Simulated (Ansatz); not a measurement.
The starting structures come from a database of crystals and need not be the phases stable at ambient conditions.

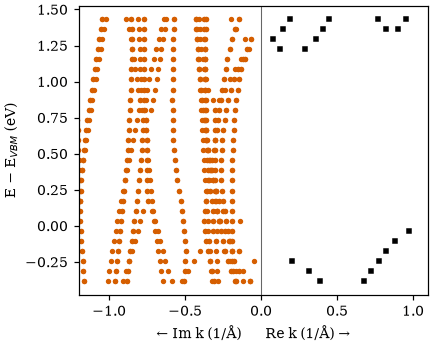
Complex bands at the centre of the two-dimensional zone; PBEsol in Ansatz (a program for electronic structure)

No gap correction and no spin-orbit coupling; mid-gap values are interpolated between computed energies.

This is LaWN₃ (R3c, not sure to be the ambient phase, 10 atoms a cell, 13.0 Å³ an atom, -5 GPa at this level) along the normal of (110). Read off the slowest decay at the centre of the two-dimensional zone at 0.59 eV, the computed energy nearest the middle of the gap.

κ ≈ 0.18 1/Å, a decay length 1/(2κ) of the density of 2.7 Å.
